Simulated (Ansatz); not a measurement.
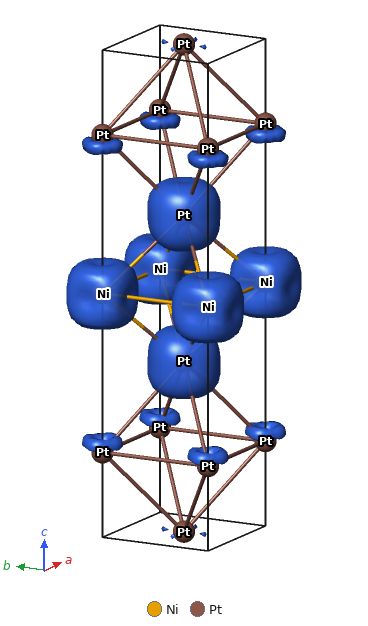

Figure. NiPt$_{5}$. Isosurface of the spin density (up minus down) at +0.03 e/Å³ (blue), seen at an oblique angle. Sticks mark near contacts.

Space group P4/mmm; a structure generated by program, which may or may not match a known phase; computed pressure about −10 GPa in this cell; spin-polarised.

Method: Ansatz, DFT PBEsol, scalar-relativistic, plane waves, PAW.

Core electrons are frozen (PAW), and the valence fields are smoothed inside the atomic spheres.

Where is the spin, and how is it ordered?

The spin density sits on Ni: +0.7 μB in one cell of 6 atoms, with smaller moments on other sites: Pt (up to +0.23 μB): parallel main moments, as they must be, since the calculation's own cell holds one magnetic site. The cell of the calculation (6 atoms) carries 1.4 μB of net spin moment.
